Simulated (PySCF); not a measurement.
# BLYP/cc-pVDZ run of BBr2F (dibromofluoroborane)

What is the vertical singlet–triplet gap of BBr2F (dibromofluoroborane) at BLYP/cc-pVDZ? 

Program for the calculation: PySCF 2.14.0.

2 further runs of the same task are left out: 2 set aside as unsound or not needed.

**1. The system as given**

BBr2F has 4 atoms, charge 0, and is taken as a singlet. As SMILES, `FB(Br)Br`. The shape is that of a PBE0-D4/def2-TZVP optimisation.

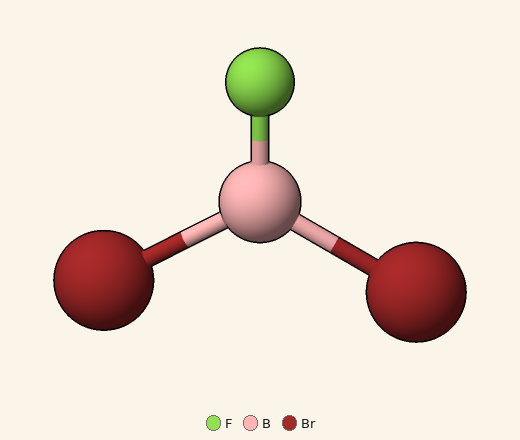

The structure, seen from a chosen angle (fluorine green, boron pink, bromine red).

**2. The energy at BLYP/cc-pVDZ**

run.py reads:

```python
from pyscf import gto, dft

mol = gto.M(
    atom='''
F    1.316550   0.465960   0.364370
B    0.123960   0.043770   0.034160
Br  -0.483040  -1.629420   0.701450
Br  -0.957470   1.119690  -1.099980
''',
    basis='cc-pvdz',
    charge=0,
    verbose=3,
    max_memory=1860,
)

mf = dft.RKS(mol)
mf.xc = 'blyp'
mf.grids.level = 5
mf.conv_tol = 1e-10
mf.kernel()
if not mf.converged:
    mf = mf.newton().run(mf.mo_coeff, mf.mo_occ)

e_final = mf.e_tot
print('E(%s) = %.9f' % ('BLYP', e_final))
```

The run is started by

```sh
$ OMP_NUM_THREADS=1 python run.py
```

Log:

```text
converged SCF energy = -5273.11031058492
E(BLYP) = -5273.110310585
```

Wall time 14 s (1 thread of Arm Neoverse V2, shared host); peak memory 0.44 GiB.

**3. The triplet at the same level**

mol.xyz reads:

```xyz
4

F      1.316550     0.465960     0.364370
B      0.123960     0.043770     0.034160
Br    -0.483040    -1.629420     0.701450
Br    -0.957470     1.119690    -1.099980
```

calc.py reads:

```python
from pyscf import gto, dft

mol = gto.Mole()
mol.atom = 'mol.xyz'
mol.basis = 'cc-pvdz'
mol.verbose = 3
mol.max_memory = 1860
mol.spin = 2
mol.build()

calc0 = dft.UKS(mol, xc='blyp')
calc0.conv_tol = 1e-10
calc0.grids.level = 5
calc0.kernel()
if not calc0.converged:
    calc0 = calc0.newton().run(calc0.mo_coeff, calc0.mo_occ)

e_tot = calc0.e_tot
print(f'total energy: {e_tot:.8f} hartree')
```

The run is started by

```sh
$ OMP_NUM_THREADS=1 python calc.py
```

Log:

```text
WARN: HOMO -0.0766134461421015 >= LUMO -0.285944721389817

WARN: HOMO 0.0100532224815408 >= LUMO -0.156159944216611

WARN: HOMO -0.0427263739168944 >= LUMO -0.258553919030478

WARN: HOMO -0.0650071623426047 >= LUMO -0.277361700404069

WARN: HOMO -0.0506423846584299 >= LUMO -0.271938228879859

WARN: HOMO -0.0529277585651879 >= LUMO -0.269642057299695

WARN: HOMO -0.0530368603090734 >= LUMO -0.269929627184047

WARN: HOMO -0.053072113924463 >= LUMO -0.269926759195478

WARN: HOMO -0.053082914965664 >= LUMO -0.269924506196177

WARN: HOMO -0.0530369418511176 >= LUMO -0.269890882357599

WARN: HOMO -0.0530523309247979 >= LUMO -0.269913010137567

WARN: HOMO -0.0530540642377515 >= LUMO -0.269913051958234

WARN: HOMO -0.0530539905853571 >= LUMO -0.269912509093065

converged SCF energy = -5272.91038293279  <S^2> = 2.0029777  2S+1 = 3.0019845
total energy: -5272.91038293 hartree
```

Run time: 29 s. Hardware: 1 thread of Arm Neoverse V2, shared host; peak memory 0.45 GiB.

**4. Results**

Level: BLYP/cc-pVDZ.

| quantity | value |
| --- | --- |
| singlet: total energy | -5273.11031 Eh |
| singlet: dipole moment | 0.18 D |
| singlet: HOMO energy | -6.89 eV |
| singlet: LUMO energy | -1.80 eV |
| singlet: HOMO–LUMO gap | 5.09 eV |
| triplet: total energy | -5272.91038 Eh |
| triplet: dipole moment | 1.63 D |
| triplet: HOMO energy (highest over α and β) | -1.44 eV |
| triplet: ⟨S²⟩ | 2.003 |
| vertical energy of the triplet above the singlet | 5.440 eV |

At this shape the triplet lies 5.44 eV (525 kJ/mol) above the singlet.
